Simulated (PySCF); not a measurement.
C$_{4}$H$_{5}$NOSi: NMR shielding calculation

The run: NMR shielding calculation of C$_{4}$H$_{5}$NOSi, SMILES C=C(C#N)C(=O)[SiH3]. Method and program: GIAO PBE0/pcSseg-1 NMR shielding, non-relativistic, gas phase (PySCF 2.14.0).

The geometry comes from this level: GFN2-xTB. Figures and captions count atoms from 1; the log counts them from 0 in places.

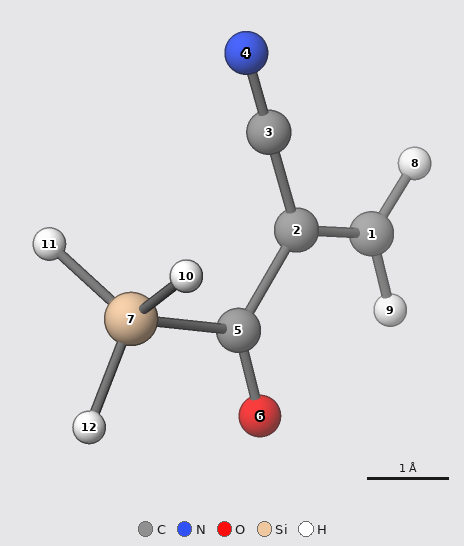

Fig. 1: The input geometry (ball-and-stick view, seen at a tilt; atoms are numbered from 1 in the order of the input). Bond lengths as drawn: C–C 1.34 to 1.50 Å, C–H 1.08 Å, C–N 1.15 Å, C–O 1.21 Å, C–Si 1.93 Å and H–Si 1.46 Å.

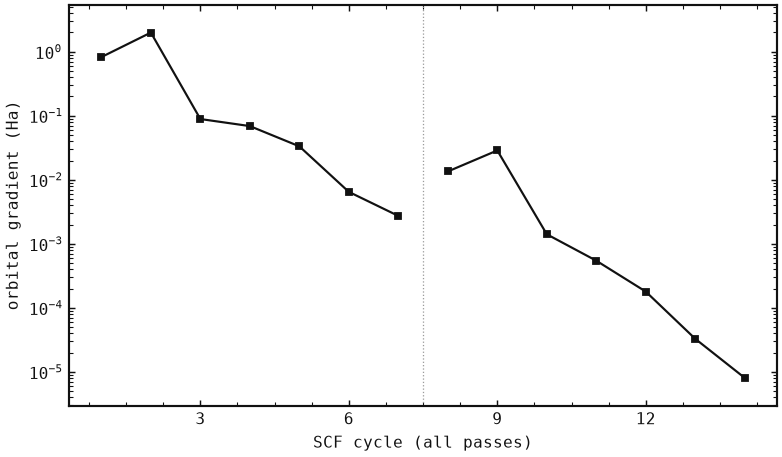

Fig. 2: Convergence of the self-consistent field: orbital gradient against the SCF cycle. The dotted line marks the change from a coarse to the final integration grid. The first 7 cycles use a coarse grid, the final grid takes over at cycle 8, and the field converges after 14 cycles in all.

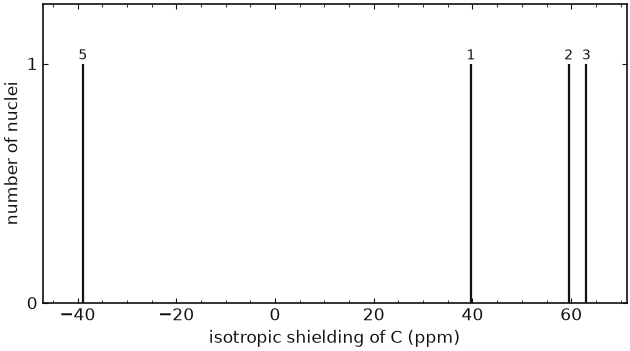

Fig. 3: Isotropic shieldings of the carbon nuclei in this fixed geometry, labelled by atom number; shielding grows to the right, so chemical shift grows to the left. The least shielded is C5 (−38.9 ppm), the most shielded C3 (63.1 ppm).

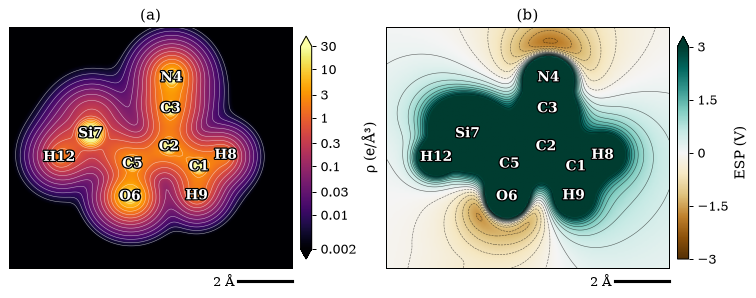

Fig. 4: (a) electron density; (b) molecular electrostatic potential on the plane of atoms C1, C2 and C3. The section cuts through C, N, O, Si and H sites. C–O (1.21 Å): ρ at the midpoint is about 3.3 e/Å³. C–C (1.34 Å): ρ at the midpoint is about 2.3 e/Å³. C–H (1.08 Å): ρ at the midpoint is about 2.1 e/Å³.

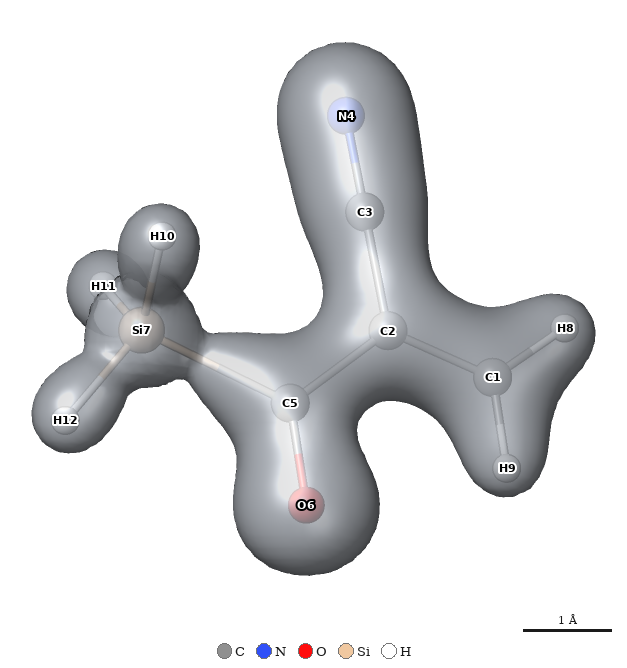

Fig. 5: Isosurface of the electron density at 0.6 e/Å³ (grey), seen at a tilt. At this value the surface is in one piece. On the grid the lowest density along these lines, outside the cores, is 3.4 e/Å³ (C–N, 1.15 Å), 2.8 e/Å³ (C–O, 1.21 Å), 2.3 e/Å³ (C–C, 1.34 Å) and 0.75 e/Å³ (C–Si, 1.93 Å).

The input and output of the run follow.

### The input
```
{"job": {"kind": "nmr", "xc": "PBE0", "basis": "pcSseg-1"}, "charge": 0, "multiplicity": 1}
C     -1.429355    -0.372785     1.635086
C     -0.573229     0.097874     0.722354
C     -0.219291     1.465502     0.673013
N      0.067964     2.574951     0.634107
C      0.049505    -0.816874    -0.294556
O     -0.227977    -1.996143    -0.291247
Si     1.278557    -0.070876    -1.576678
H     -1.893513     0.254177     2.377901
H     -1.672469    -1.423795     1.636731
H      0.535119     0.945002    -2.318588
H      2.370828     0.519814    -0.806402
H      1.715060    -1.177534    -2.417747
```

The first line tells a small driver script what to run in PySCF; the rest is the geometry in Å.

Command:
```bash
OMP_NUM_THREADS=1 python <driver script> task.json out
```

### What the program printed
```
coarse grid: 11216 points
cycle   1  E = -574.1455236671  dE =  9.768e-01  |g| = 8.244e-01  |ddm| = 3.406e+00
cycle   2  E = -573.4696764952  dE =  6.758e-01  |g| = 1.990e+00  |ddm| = 3.469e+00
cycle   3  E = -574.2857815300  dE = -8.161e-01  |g| = 8.887e-02  |ddm| = 2.759e+00
cycle   4  E = -574.2867102282  dE = -9.287e-04  |g| = 6.897e-02  |ddm| = 1.527e-01
cycle   5  E = -574.2876418090  dE = -9.316e-04  |g| = 3.331e-02  |ddm| = 7.631e-02
cycle   6  E = -574.2878644976  dE = -2.227e-04  |g| = 6.478e-03  |ddm| = 2.973e-02
cycle   7  E = -574.2878718712  dE = -7.374e-06  |g| = 2.732e-03  |ddm| = 6.256e-03
final grid: 105824 points
cycle   8  E = -574.3387057344  dE =  5.188e-06  |g| = 1.349e-02  |ddm| = 2.462e-02
cycle   9  E = -574.3385834586  dE =  1.223e-04  |g| = 2.874e-02  |ddm| = 3.820e-02
cycle  10  E = -574.3387402744  dE = -1.568e-04  |g| = 1.412e-03  |ddm| = 2.692e-02
cycle  11  E = -574.3387406343  dE = -3.599e-07  |g| = 5.458e-04  |ddm| = 1.447e-03
cycle  12  E = -574.3387406906  dE = -5.628e-08  |g| = 1.797e-04  |ddm| = 4.856e-04
cycle  13  E = -574.3387406981  dE = -7.551e-09  |g| = 3.291e-05  |ddm| = 1.967e-04
cycle  14  E = -574.3387406984  dE = -2.722e-10  |g| = 8.071e-06  |ddm| = 3.951e-05
converged SCF energy = -574.3387406984

GIAO shielding tensors (ppm)
atom      isotropic    diamagn.    paramagn.     s11        s22        s33       span
  0 C       39.679     248.460    -208.781    -77.058     16.888    179.207    256.265
  1 C       59.468     262.807    -203.339    -48.495     85.891    141.009    189.504
  2 C       63.057     261.248    -198.191    -54.294    -43.145    286.610    340.904
  3 N      -60.860     341.262    -402.123   -223.417   -189.644    230.480    453.896
  4 C      -38.918     247.675    -286.593   -153.342    -63.963    100.550    253.891
  5 O     -481.454     399.886    -881.340  -1357.709   -479.556    392.903   1750.612
  6 Si     425.989     880.394    -454.406    384.137    439.411    454.418     70.281
  7 H       25.181      28.154      -2.973     21.867     24.922     28.755      6.888
  8 H       24.520      29.914      -5.393     22.135     23.491     27.934      5.799
  9 H       27.011      29.387      -2.376     23.662     26.945     30.426      6.764
 10 H       27.012      29.390      -2.378     23.664     26.947     30.425      6.761
 11 H       27.844      28.820      -0.977     24.654     26.119     32.758      8.104
```

### Summary

- outcome: converged
- total energy: −574.338741 hartree
- HOMO: −7.60 eV
- LUMO: −2.94 eV
- dipole moment: 1.52 D
- isotropic shielding, C: −38.9 to 63.1 ppm
- isotropic shielding, N: −60.9 ppm
- isotropic shielding, O: −481.5 ppm
- isotropic shielding, Si: 426.0 ppm
- isotropic shielding, H: 24.5 to 27.8 ppm
- hardware: 1 CPU thread, shared host
- wall time: 39 s
- peak memory: 0.72 GiB
